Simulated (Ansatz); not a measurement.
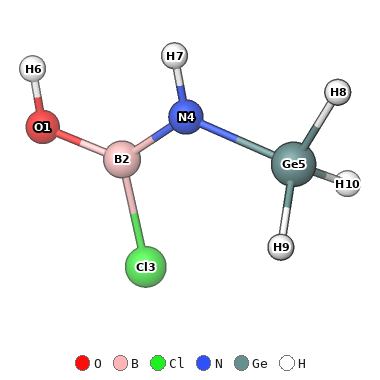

The system is BClGeH5NO, SMILES OB(Cl)[NH][GeH3]; the picture shows the reference structure. 
- Coordinates scanned: (1) umbrella angle at B2 (between each of its bonds and their common axis; 90 is planar); (2) change of the bonds B2–O1, B2–Cl3, B2–N4, all alike.
- Nothing is relaxed (all other coordinates rigid).
- The scan uses a 9 × 9 grid.
- Points are written as (first, second).
- Energies: kJ/mol, counted from the lowest grid point.
- These are results of RKS PBE-D4/def2-SVP (Ansatz 0.2.0), not measurements.

Its coordinates:

```xyz
10

O    -1.5172   -2.0052    0.6184
B    -0.4596   -1.1476    0.4728
Cl    1.0859   -1.6825    1.2167
N    -0.4686    0.1014   -0.1980
Ge    1.0078    1.2408   -0.3701
H    -2.3326   -1.6766    0.2011
H    -1.3326    0.4353   -0.6328
H     0.4631    2.4504   -1.1769
H     1.4968    1.6977    1.0245
H     2.1403    0.5352   -1.1529
```

Range: umbrella angle at B2 (between each of its bonds and their common axis; 90 is planar) from 66 to 114°; change of the bonds B2–O1, B2–Cl3, B2–N4, all alike from −0.168 to 0.260 Å.

Predict the map.

The lowest grid point is at (90°, −0.008 Å). It is the only kind of minimum in the scanned range. The highest grid point, (114°, −0.168 Å), lies 574 kJ/mol above the lowest. Round the minimum the two coordinates are nearly uncoupled.

| second ↓, first → | 66 | 72 | 78 | 84 | 90 | 96 | 102 | 108 | 114 |
| --- | --- | --- | --- | --- | --- | --- | --- | --- | --- |
| 0.260 | 370 | 310 | 271 | 249 | 242 | 249 | 271 | 310 | 370 |
| 0.206 | 311 | 242 | 198 | 174 | 166 | 174 | 198 | 242 | 311 |
| 0.153 | 263 | 186 | 136 | 109 | 100 | 109 | 136 | 186 | 263 |
| 0.099 | 231 | 143 | 87 | 56 | 46 | 56 | 87 | 143 | 231 |
| 0.046 | 221 | 120 | 57 | 22 | 11 | 22 | 57 | 120 | 221 |
| −0.008 | 239 | 124 | 52 | 13 | 0 | 13 | 52 | 124 | 239 |
| −0.061 | 295 | 164 | 82 | 37 | 23 | 37 | 82 | 164 | 295 |
| −0.115 | 403 | 253 | 159 | 108 | 92 | 108 | 159 | 253 | 403 |
| −0.168 | 574 | 402 | 295 | 237 | 218 | 237 | 295 | 402 | 574 |

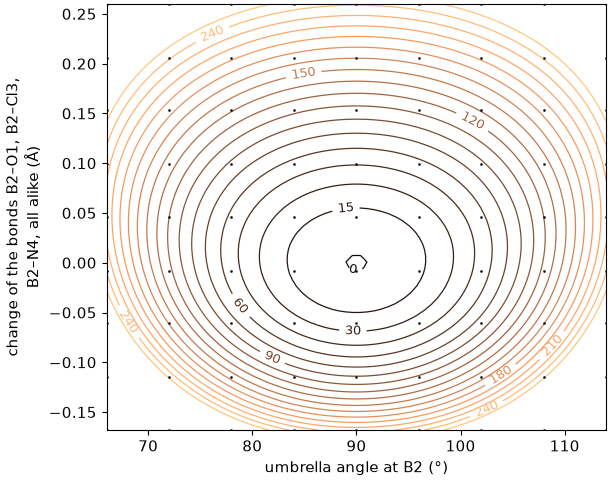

In the figure: contour lines labelled in kJ/mol (none above 255), dots at the grid points. Between grid points the surface is interpolated.

Each point was launched as `ansatz run input.yaml --threads 1 --pin off --max-ram 2560MiB --backend cpu --events-out ev --progress --plain --runs-dir out`. The whole map (81 points run) took 19 min on 1 thread of Arm Neoverse N1, with other jobs on the host.
